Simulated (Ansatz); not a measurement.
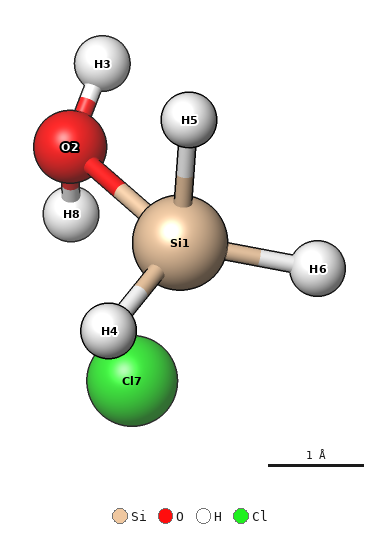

*The structure as given in the input (ball-and-stick view, seen at a tilt; atoms are numbered from 1 in the order of the input).*

Bond lengths as drawn: H–O 0.98 to 1.04 Å, H–Si 1.49 to 1.53 Å and O–Si 1.95 Å.

**Run report: SiH₅ClO, molecular dynamics (part 1 of 3)**

- system: SiH₅ClO
- method: RKS revPBE/def2-SVP (Ansatz 0.2.0)

It belongs to a series of runs on one base structure; here: dynamics from the highest image of the converged band. Figures and captions count atoms from 1; the log counts them from 0 in places.

**Input file**
```yaml
crystal:
  periodic: [false, false, false]
  atoms:
    - { symbol: Si, position_ang: [0.092782, -0.187099, -0.044969] }
    - { symbol: O, position_ang: [0.086768, -0.079667, 1.901267] }
    - { symbol: H, position_ang: [-0.795692, -0.002483, 2.32114] }
    - { symbol: H, position_ang: [1.344528, 0.351629, -0.658207] }
    - { symbol: H, position_ang: [-0.840539, 1.021057, -0.001114] }
    - { symbol: H, position_ang: [-0.735007, -1.173792, -0.814063] }
    - { symbol: Cl, position_ang: [1.348155, -2.151541, 0.816291] }
    - { symbol: H, position_ang: [0.533103, -1.008705, 2.054455] }
basis:
  gaussian: { orbitals: def2-SVP }
hamiltonian:
  xc: revpbe
md:
  timestep: 0.5
  n_steps: 200
  ensemble: nve
  temperature: 300.0
  initial_velocities: maxwell_boltzmann
  seed: 6189
```

Run as:
```bash
ansatz run input.yaml --threads 2 --pin off --max-ram 3072MiB --backend cpu --events-out ev --progress --plain --runs-dir out
```

**Log**
```
Engine: ansatz 0.2.0, aarch64-unknown-linux-gnu
Functional definition: revPBE
  parameter kappa = 1.245
  parameter beta = 0.06672455060314922
  exchange = pbe_x(kappa = kappa, mu = beta*pi^2/3)
  correlation = pbe_c(beta = beta)
824 factors; their error is unknown
mean field evaluation 1: about -22512.8414 eV, gradient 4.2e1 eV
mean field evaluation 2: about -22505.0856 eV, gradient 7.8e1 eV
mean field evaluation 4: about -22516.1381 eV, gradient 3.6e0 eV
mean field evaluation 8: about -22516.1756 eV, gradient 3.4e-2 eV
mean field evaluation 16: about -22516.1239 eV, gradient 5.4e-5 eV
mean field -22516.12393394 eV, -827.4522925953 hartree, gradient 5.4e-5 eV, S^2 0.000000; 0 other end points of the search recorded, 0 dependent functions left out
the calculation of the forces begins
reference -22516.12397101 eV, -827.4522939575 hartree; 22, 22 occupied and 53, 53 virtual orbitals, 824 factors
md step     0: t =     0.00 fs  T =   300.0 K  F+E_penalty+E_count = -22516.12393394 eV  E_kin = 0.232668 eV  conserved = -22515.89126594 eV  (24 SCF iters)
these checks for a lower state are left out or cut short: starts, cluster_reference, orbital_swaps, neighbouring_geometries, increment
824 factors; their error is unknown
mean field -22516.12120915 eV, -827.4521924611 hartree, gradient 1.5e-5 eV, S^2 0.000000; 0 other end points of the search recorded, 0 dependent functions left out
the calculation of the forces begins
reference -22516.12124620 eV, -827.4521938226 hartree; 22, 22 occupied and 53, 53 virtual orbitals, 824 factors
md step     1: t =     0.50 fs  T =   296.5 K  F+E_penalty+E_count = -22516.12120915 eV  E_kin = 0.229952 eV  conserved = -22515.89125713 eV  (27 SCF iters)
[... from here on the SCF iterations and repeated set-up lines of each step are left out, up to the last step ...]
md step     2: t =     1.00 fs  T =   286.4 K  F+E_penalty+E_count = -22516.11332992 eV  E_kin = 0.222136 eV  conserved = -22515.89119357 eV  (27 SCF iters)
md step     3: t =     1.50 fs  T =   271.1 K  F+E_penalty+E_count = -22516.10136474 eV  E_kin = 0.210275 eV  conserved = -22515.89108927 eV  (27 SCF iters)
md step     4: t =     2.00 fs  T =   252.8 K  F+E_penalty+E_count = -22516.08701290 eV  E_kin = 0.196045 eV  conserved = -22515.89096748 eV  (27 SCF iters)
md step     5: t =     2.50 fs  T =   233.9 K  F+E_penalty+E_count = -22516.07223258 eV  E_kin = 0.181378 eV  conserved = -22515.89085468 eV  (27 SCF iters)
md step     6: t =     3.00 fs  T =   216.7 K  F+E_penalty+E_count = -22516.05882138 eV  E_kin = 0.168048 eV  conserved = -22515.89077360 eV  (27 SCF iters)
md step     7: t =     3.50 fs  T =   202.8 K  F+E_penalty+E_count = -22516.04805985 eV  E_kin = 0.157322 eV  conserved = -22515.89073766 eV  (27 SCF iters)
md step     8: t =     4.00 fs  T =   193.1 K  F+E_penalty+E_count = -22516.04050494 eV  E_kin = 0.149757 eV  conserved = -22515.89074763 eV  (29 SCF iters)
md step     9: t =     4.50 fs  T =   187.2 K  F+E_penalty+E_count = -22516.03598316 eV  E_kin = 0.145191 eV  conserved = -22515.89079190 eV  (29 SCF iters)
md step    10: t =     5.00 fs  T =   184.3 K  F+E_penalty+E_count = -22516.03377901 eV  E_kin = 0.142929 eV  conserved = -22515.89085045 eV  (28 SCF iters)
md step    11: t =     5.50 fs  T =   183.2 K  F+E_penalty+E_count = -22516.03295218 eV  E_kin = 0.142050 eV  conserved = -22515.89090228 eV  (28 SCF iters)
md step    12: t =     6.00 fs  T =   182.7 K  F+E_penalty+E_count = -22516.03266440 eV  E_kin = 0.141730 eV  conserved = -22515.89093432 eV  (28 SCF iters)
md step    13: t =     6.50 fs  T =   182.4 K  F+E_penalty+E_count = -22516.03238247 eV  E_kin = 0.141436 eV  conserved = -22515.89094679 eV  (29 SCF iters)
md step    14: t =     7.00 fs  T =   181.7 K  F+E_penalty+E_count = -22516.03187772 eV  E_kin = 0.140927 eV  conserved = -22515.89095076 eV  (28 SCF iters)
md step    15: t =     7.50 fs  T =   180.6 K  F+E_penalty+E_count = -22516.03105641 eV  E_kin = 0.140096 eV  conserved = -22515.89096013 eV  (28 SCF iters)
md step    16: t =     8.00 fs  T =   178.9 K  F+E_penalty+E_count = -22516.02975630 eV  E_kin = 0.138777 eV  conserved = -22515.89097924 eV  (28 SCF iters)
md step    17: t =     8.50 fs  T =   176.2 K  F+E_penalty+E_count = -22516.02767774 eV  E_kin = 0.136677 eV  conserved = -22515.89100108 eV  (26 SCF iters)
md step    18: t =     9.00 fs  T =   172.1 K  F+E_penalty+E_count = -22516.02450406 eV  E_kin = 0.133497 eV  conserved = -22515.89100707 eV  (27 SCF iters)
md step    19: t =     9.50 fs  T =   166.6 K  F+E_penalty+E_count = -22516.02015467 eV  E_kin = 0.129170 eV  conserved = -22515.89098497 eV  (27 SCF iters)
md step    20: t =    10.00 fs  T =   160.0 K  F+E_penalty+E_count = -22516.01498453 eV  E_kin = 0.124052 eV  conserved = -22515.89093223 eV  (27 SCF iters)
md step    21: t =    10.50 fs  T =   153.4 K  F+E_penalty+E_count = -22516.00981784 eV  E_kin = 0.118957 eV  conserved = -22515.89086092 eV  (27 SCF iters)
md step    22: t =    11.00 fs  T =   148.3 K  F+E_penalty+E_count = -22516.00577011 eV  E_kin = 0.114979 eV  conserved = -22515.89079070 eV  (27 SCF iters)
md step    23: t =    11.50 fs  T =   145.9 K  F+E_penalty+E_count = -22516.00393517 eV  E_kin = 0.113192 eV  conserved = -22515.89074353 eV  (28 SCF iters)
md step    24: t =    12.00 fs  T =   147.4 K  F+E_penalty+E_count = -22516.00504433 eV  E_kin = 0.114309 eV  conserved = -22515.89073517 eV  (27 SCF iters)
md step    25: t =    12.50 fs  T =   152.7 K  F+E_penalty+E_count = -22516.00921486 eV  E_kin = 0.118443 eV  conserved = -22515.89077154 eV  (27 SCF iters)
md step    26: t =    13.00 fs  T =   161.2 K  F+E_penalty+E_count = -22516.01586069 eV  E_kin = 0.125015 eV  conserved = -22515.89084589 eV  (27 SCF iters)
md step    27: t =    13.50 fs  T =   171.3 K  F+E_penalty+E_count = -22516.02379991 eV  E_kin = 0.132859 eV  conserved = -22515.89094066 eV  (27 SCF iters)
md step    28: t =    14.00 fs  T =   181.2 K  F+E_penalty+E_count = -22516.03153495 eV  E_kin = 0.140503 eV  conserved = -22515.89103180 eV  (27 SCF iters)
md step    29: t =    14.50 fs  T =   188.9 K  F+E_penalty+E_count = -22516.03763118 eV  E_kin = 0.146536 eV  conserved = -22515.89109568 eV  (27 SCF iters)
md step    30: t =    15.00 fs  T =   193.4 K  F+E_penalty+E_count = -22516.04107778 eV  E_kin = 0.149959 eV  conserved = -22515.89111884 eV  (27 SCF iters)
md step    31: t =    15.50 fs  T =   193.9 K  F+E_penalty+E_count = -22516.04150075 eV  E_kin = 0.150398 eV  conserved = -22515.89110303 eV  (27 SCF iters)
md step    32: t =    16.00 fs  T =   190.9 K  F+E_penalty+E_count = -22516.03914975 eV  E_kin = 0.148090 eV  conserved = -22515.89105995 eV  (27 SCF iters)
md step    33: t =    16.50 fs  T =   185.3 K  F+E_penalty+E_count = -22516.03469850 eV  E_kin = 0.143690 eV  conserved = -22515.89100817 eV  (27 SCF iters)
md step    34: t =    17.00 fs  T =   177.9 K  F+E_penalty+E_count = -22516.02896857 eV  E_kin = 0.138009 eV  conserved = -22515.89095963 eV  (27 SCF iters)
md step    35: t =    17.50 fs  T =   170.0 K  F+E_penalty+E_count = -22516.02274103 eV  E_kin = 0.131825 eV  conserved = -22515.89091610 eV  (27 SCF iters)
md step    36: t =    18.00 fs  T =   162.3 K  F+E_penalty+E_count = -22516.01672042 eV  E_kin = 0.125847 eV  conserved = -22515.89087328 eV  (27 SCF iters)
md step    37: t =    18.50 fs  T =   155.7 K  F+E_penalty+E_count = -22516.01159802 eV  E_kin = 0.120770 eV  conserved = -22515.89082771 eV  (25 SCF iters)
md step    38: t =    19.00 fs  T =   151.3 K  F+E_penalty+E_count = -22516.00809965 eV  E_kin = 0.117317 eV  conserved = -22515.89078287 eV  (27 SCF iters)
md step    39: t =    19.50 fs  T =   149.8 K  F+E_penalty+E_count = -22516.00693211 eV  E_kin = 0.116183 eV  conserved = -22515.89074873 eV  (27 SCF iters)
md step    40: t =    20.00 fs  T =   152.0 K  F+E_penalty+E_count = -22516.00863157 eV  E_kin = 0.117895 eV  conserved = -22515.89073652 eV  (28 SCF iters)
md step    41: t =    20.50 fs  T =   158.1 K  F+E_penalty+E_count = -22516.01338710 eV  E_kin = 0.122633 eV  conserved = -22515.89075371 eV  (28 SCF iters)
md step    42: t =    21.00 fs  T =   167.8 K  F+E_penalty+E_count = -22516.02092300 eV  E_kin = 0.130123 eV  conserved = -22515.89080046 eV  (28 SCF iters)
md step    43: t =    21.50 fs  T =   180.0 K  F+E_penalty+E_count = -22516.03049503 eV  E_kin = 0.139626 eV  conserved = -22515.89086859 eV  (28 SCF iters)
md step    44: t =    22.00 fs  T =   193.5 K  F+E_penalty+E_count = -22516.04101457 eV  E_kin = 0.150071 eV  conserved = -22515.89094402 eV  (27 SCF iters)
md step    45: t =    22.50 fs  T =   206.6 K  F+E_penalty+E_count = -22516.05127535 eV  E_kin = 0.160266 eV  conserved = -22515.89100914 eV  (28 SCF iters)
md step    46: t =    23.00 fs  T =   218.2 K  F+E_penalty+E_count = -22516.06023705 eV  E_kin = 0.169190 eV  conserved = -22515.89104692 eV  (28 SCF iters)
md step    47: t =    23.50 fs  T =   227.3 K  F+E_penalty+E_count = -22516.06729708 eV  E_kin = 0.176251 eV  conserved = -22515.89104635 eV  (27 SCF iters)
md step    48: t =    24.00 fs  T =   234.0 K  F+E_penalty+E_count = -22516.07246587 eV  E_kin = 0.181458 eV  conserved = -22515.89100791 eV  (27 SCF iters)
md step    49: t =    24.50 fs  T =   239.1 K  F+E_penalty+E_count = -22516.07636400 eV  E_kin = 0.185422 eV  conserved = -22515.89094235 eV  (27 SCF iters)
md step    50: t =    25.00 fs  T =   243.9 K  F+E_penalty+E_count = -22516.08002518 eV  E_kin = 0.189152 eV  conserved = -22515.89087285 eV  (27 SCF iters)
md step    51: t =    25.50 fs  T =   249.8 K  F+E_penalty+E_count = -22516.08454703 eV  E_kin = 0.193726 eV  conserved = -22515.89082086 eV  (27 SCF iters)
md step    52: t =    26.00 fs  T =   257.8 K  F+E_penalty+E_count = -22516.09075451 eV  E_kin = 0.199956 eV  conserved = -22515.89079843 eV  (27 SCF iters)
md step    53: t =    26.50 fs  T =   268.5 K  F+E_penalty+E_count = -22516.09901870 eV  E_kin = 0.208217 eV  conserved = -22515.89080199 eV  (27 SCF iters)
md step    54: t =    27.00 fs  T =   281.7 K  F+E_penalty+E_count = -22516.10930166 eV  E_kin = 0.218483 eV  conserved = -22515.89081860 eV  (27 SCF iters)
md step    55: t =    27.50 fs  T =   297.2 K  F+E_penalty+E_count = -22516.12135055 eV  E_kin = 0.230515 eV  conserved = -22515.89083553 eV  (27 SCF iters)
md step    56: t =    28.00 fs  T =   314.7 K  F+E_penalty+E_count = -22516.13489431 eV  E_kin = 0.244046 eV  conserved = -22515.89084796 eV  (25 SCF iters)
md step    57: t =    28.50 fs  T =   333.8 K  F+E_penalty+E_count = -22516.14972472 eV  E_kin = 0.258864 eV  conserved = -22515.89086074 eV  (27 SCF iters)
md step    58: t =    29.00 fs  T =   354.3 K  F+E_penalty+E_count = -22516.16563631 eV  E_kin = 0.274755 eV  conserved = -22515.89088153 eV  (27 SCF iters)
md step    59: t =    29.50 fs  T =   375.7 K  F+E_penalty+E_count = -22516.18229842 eV  E_kin = 0.291381 eV  conserved = -22515.89091730 eV  (27 SCF iters)
md step    60: t =    30.00 fs  T =   397.4 K  F+E_penalty+E_count = -22516.19914783 eV  E_kin = 0.308179 eV  conserved = -22515.89096917 eV  (27 SCF iters)
md step    61: t =    30.50 fs  T =   418.2 K  F+E_penalty+E_count = -22516.21537949 eV  E_kin = 0.324350 eV  conserved = -22515.89102943 eV  (27 SCF iters)
md step    62: t =    31.00 fs  T =   437.1 K  F+E_penalty+E_count = -22516.23006509 eV  E_kin = 0.338982 eV  conserved = -22515.89108333 eV  (27 SCF iters)
md step    63: t =    31.50 fs  T =   452.9 K  F+E_penalty+E_count = -22516.24237850 eV  E_kin = 0.351265 eV  conserved = -22515.89111353 eV  (28 SCF iters)
md step    64: t =    32.00 fs  T =   465.2 K  F+E_penalty+E_count = -22516.25186796 eV  E_kin = 0.360763 eV  conserved = -22515.89110498 eV  (27 SCF iters)
md step    65: t =    32.50 fs  T =   474.0 K  F+E_penalty+E_count = -22516.25869072 eV  E_kin = 0.367640 eV  conserved = -22515.89105039 eV  (27 SCF iters)
md step    66: t =    33.00 fs  T =   480.6 K  F+E_penalty+E_count = -22516.26371442 eV  E_kin = 0.372757 eV  conserved = -22515.89095732 eV  (27 SCF iters)
md step    67: t =    33.50 fs  T =   486.8 K  F+E_penalty+E_count = -22516.26839810 eV  E_kin = 0.377550 eV  conserved = -22515.89084842 eV  (27 SCF iters)
md step    68: t =    34.00 fs  T =   494.7 K  F+E_penalty+E_count = -22516.27444012 eV  E_kin = 0.383684 eV  conserved = -22515.89075577 eV  (27 SCF iters)
md step    69: t =    34.50 fs  T =   506.2 K  F+E_penalty+E_count = -22516.28328238 eV  E_kin = 0.392574 eV  conserved = -22515.89070849 eV  (27 SCF iters)
md step    70: t =    35.00 fs  T =   522.1 K  F+E_penalty+E_count = -22516.29566210 eV  E_kin = 0.404942 eV  conserved = -22515.89072012 eV  (27 SCF iters)
md step    71: t =    35.50 fs  T =   542.4 K  F+E_penalty+E_count = -22516.31141066 eV  E_kin = 0.420630 eV  conserved = -22515.89078115 eV  (27 SCF iters)
md step    72: t =    36.00 fs  T =   565.7 K  F+E_penalty+E_count = -22516.32959519 eV  E_kin = 0.438730 eV  conserved = -22515.89086566 eV  (27 SCF iters)
md step    73: t =    36.50 fs  T =   590.5 K  F+E_penalty+E_count = -22516.34891490 eV  E_kin = 0.457971 eV  conserved = -22515.89094395 eV  (27 SCF iters)
md step    74: t =    37.00 fs  T =   615.2 K  F+E_penalty+E_count = -22516.36815406 eV  E_kin = 0.477158 eV  conserved = -22515.89099607 eV  (27 SCF iters)
md step    75: t =    37.50 fs  T =   638.9 K  F+E_penalty+E_count = -22516.38649556 eV  E_kin = 0.495479 eV  conserved = -22515.89101665 eV  (25 SCF iters)
md step    76: t =    38.00 fs  T =   660.9 K  F+E_penalty+E_count = -22516.40361025 eV  E_kin = 0.512598 eV  conserved = -22515.89101275 eV  (27 SCF iters)
md step    77: t =    38.50 fs  T =   681.5 K  F+E_penalty+E_count = -22516.41955135 eV  E_kin = 0.528554 eV  conserved = -22515.89099748 eV  (28 SCF iters)
md step    78: t =    39.00 fs  T =   700.9 K  F+E_penalty+E_count = -22516.43455278 eV  E_kin = 0.543568 eV  conserved = -22515.89098441 eV  (28 SCF iters)
md step    79: t =    39.50 fs  T =   719.3 K  F+E_penalty+E_count = -22516.44883072 eV  E_kin = 0.557853 eV  conserved = -22515.89097799 eV  (28 SCF iters)
md step    80: t =    40.00 fs  T =   736.9 K  F+E_penalty+E_count = -22516.46248383 eV  E_kin = 0.571506 eV  conserved = -22515.89097831 eV  (28 SCF iters)
md step    81: t =    40.50 fs  T =   753.7 K  F+E_penalty+E_count = -22516.47550410 eV  E_kin = 0.584527 eV  conserved = -22515.89097735 eV  (28 SCF iters)
md step    82: t =    41.00 fs  T =   769.7 K  F+E_penalty+E_count = -22516.48790262 eV  E_kin = 0.596939 eV  conserved = -22515.89096339 eV  (28 SCF iters)
md step    83: t =    41.50 fs  T =   785.2 K  F+E_penalty+E_count = -22516.49988588 eV  E_kin = 0.608957 eV  conserved = -22515.89092914 eV  (27 SCF iters)
md step    84: t =    42.00 fs  T =   800.8 K  F+E_penalty+E_count = -22516.51197688 eV  E_kin = 0.621101 eV  conserved = -22515.89087562 eV  (27 SCF iters)
md step    85: t =    42.50 fs  T =   817.7 K  F+E_penalty+E_count = -22516.52498708 eV  E_kin = 0.634169 eV  conserved = -22515.89081788 eV  (27 SCF iters)
md step    86: t =    43.00 fs  T =   836.8 K  F+E_penalty+E_count = -22516.53978216 eV  E_kin = 0.649002 eV  conserved = -22515.89078063 eV  (26 SCF iters)
md step    87: t =    43.50 fs  T =   858.9 K  F+E_penalty+E_count = -22516.55690747 eV  E_kin = 0.666121 eV  conserved = -22515.89078682 eV  (27 SCF iters)
md step    88: t =    44.00 fs  T =   883.8 K  F+E_penalty+E_count = -22516.57624562 eV  E_kin = 0.685402 eV  conserved = -22515.89084404 eV  (27 SCF iters)
md step    89: t =    44.50 fs  T =   910.3 K  F+E_penalty+E_count = -22516.59690407 eV  E_kin = 0.705964 eV  conserved = -22515.89094031 eV  (26 SCF iters)
```
